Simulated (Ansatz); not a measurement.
The starting structures come from a database of crystals and need not be the phases stable at ambient conditions.

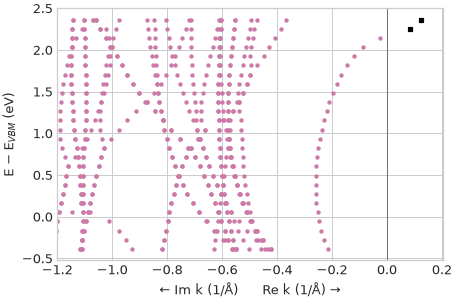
Fig. 1. Complex bands at the centre of the two-dimensional zone; r2SCAN run with Ansatz (an electronic-structure program)

The gap is the functional's own. No spin-orbit coupling. Mid-gap values are interpolated on the energy grid.

Question: This is Ba$_{3}$In$_{2}$O$_{5}$F$_{2}$ (I4/mmm, not sure to be the ambient phase, 12 atoms a cell, 17.4 Å³ an atom, -4 GPa at this level) along the normal of (101). Read off the slowest decay at the centre of the two-dimensional zone at 1.04 eV, the computed energy nearest the middle of the gap.

Answer: κ ≈ 0.24 1/Å, a decay length 1/(2κ) of the density of 2.1 Å.
